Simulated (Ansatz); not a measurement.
**CH$_{9}$NSSi$_{2}$ (SMILES CS[SiH](N)[SiH3]): density, localisation and related maps**

```xyz
14

C    -2.0933    0.3731    0.7713
S    -0.7138   -0.1231    1.8563
Si    0.7828   -0.5269    0.3761
N     0.1672   -1.6625   -0.7758
Si    1.3474    1.4086   -0.8236
H    -2.1067   -0.2476   -0.1356
H    -3.0241    0.2129    1.3313
H    -2.0211    1.4352    0.4981
H     1.9359   -0.9850    1.2176
H    -0.1224   -2.5916   -0.4887
H     0.4864   -1.6498   -1.7376
H     2.0743    2.3649    0.0665
H     0.1135    2.0794   -1.3414
H     2.2229    1.0908   -1.9990
```

Theory: RKS PBE0-D4/def2-SVP (Ansatz).

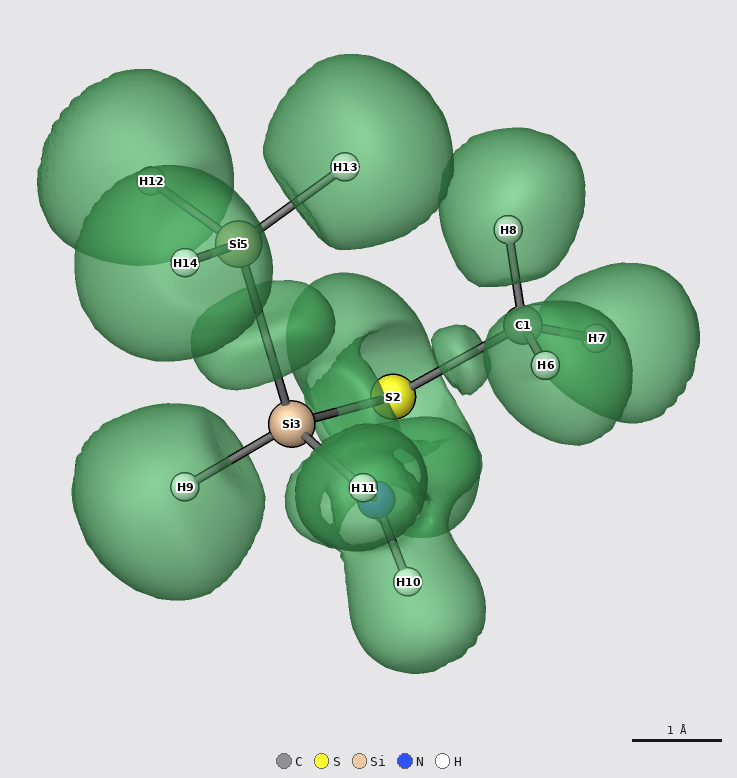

Figure 1. Isosurface of the electron localisation function at 0.8 (green), seen at a tilt. Core shells and regions of very low density are left out.

Question: Describe the localisation domains.

Answer: At this value the surface marks out one region between bonded C–S atoms (shared pairs), one region between bonded Si–Si atoms (shared pairs), seven regions around hydrogen nuclei, one region on S in which the atom's valence shell and bonds are merged and one joined region spread over several atoms (H, N), in which their bonds and any lone pairs are merged. Profiles from the grid: Si–N (1.73 Å): the ELF peaks at about 0.90 between the atoms; a shared but strongly polarised pair. C–S (1.82 Å): the ELF peaks at about 0.90 between the atoms, as expected for a shared electron pair.

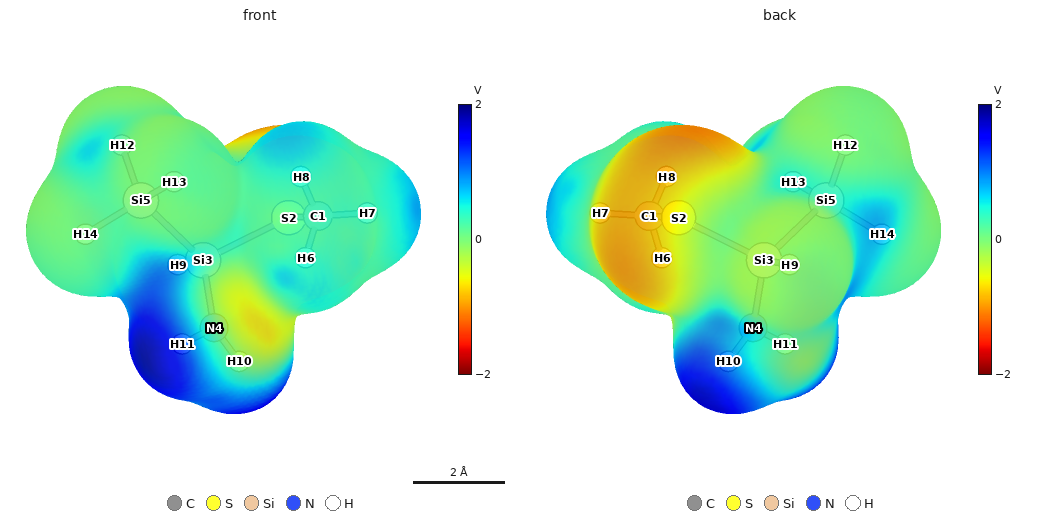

Figure 2. The electrostatic potential painted on the density surface at 0.002 e/bohr³, seen from the front and from behind; the colour scale runs from red (negative) to blue (positive).

Question: Describe the electrostatic potential map.

Answer: The most negative region (about −1.1 V) lies over S2, the most positive (about +1.8 V) over H10 and H11.

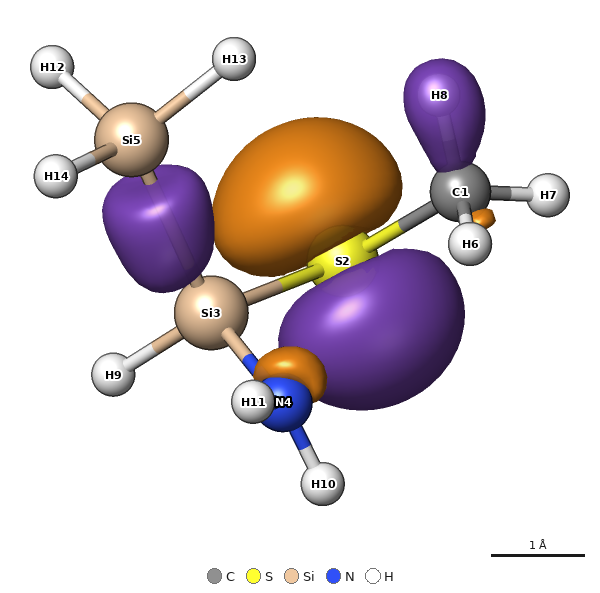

Figure 3. The HOMO at ±0.15 Å⁻³ᐟ² (orange and purple are the two phases), seen at an oblique angle.

Question: Where does this orbital lie, and at what energy?

Answer: Its weight (Hirshfeld) is mainly on S2 (about 65 %), Si3 (about 10 %) and Si5 (about 5 %); largely a lone pair of S2. Its energy is −6.60 eV.
